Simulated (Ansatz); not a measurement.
How methods differ on SnH2F (SMILES [F][SnH2])

The species is SnH2F (4 atoms), meant as a doublet with charge 0. As SMILES, `[F][SnH2]`. The shape is that of a PBE0-D4/def2-TZVP optimisation.

Each level gives the electronic atomisation energy (eV). The values are calculated. Electronic energies at fixed atoms, without zero-point motion or spin-orbit coupling.

```csv
level,kind,program,value (eV),less FCI/STO-3G,CPU time (all runs)
UBLYP/STO-3G,GGA,Ansatz,13.40,+3.01,4.3 s
U-r2SCAN/STO-3G,meta-GGA,Ansatz,12.98,+2.59,15 s
UB3LYP/STO-3G,global hybrid,Ansatz,12.88,+2.49,4.2 s
UCAM-B3LYP/STO-3G,range-separated hybrid,Ansatz,12.87,+2.48,4.5 s
UB2PLYP/STO-3G,double hybrid,Ansatz,11.78,+1.39,4.1 s
UMP2/STO-3G,perturbation theory,Ansatz,9.90,-0.49,0.79 s
UBCCD(T)/STO-3G,coupled cluster or CI,Ansatz,10.36,-0.03,1.2 s
UCCSD/STO-3G,coupled cluster or CI,Ansatz,10.29,-0.10,1.1 s
FCI/STO-3G,exact in the basis,Ansatz,10.39,0.00,3.9 s
```

FCI/STO-3G is exact within its basis and frozen core, so for wave-function methods in that basis the difference is their error; functionals converge differently with the basis, so for them it is only a difference. All-electron rows without a relativistic Hamiltonian named are non-relativistic. The values span 9.90 to 13.40 eV. All rows use very small basis sets, so even the best lies far from the true value. In the correlated wave-function rows the outer d shell of Sn is correlated, in sets not made for it. CPU times are rough (shared hosts, several kinds of processor): they show what a rung costs within a factor of a few.

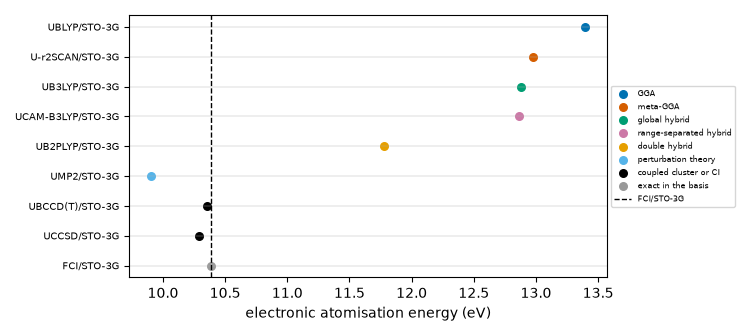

The values of the table, level by level.
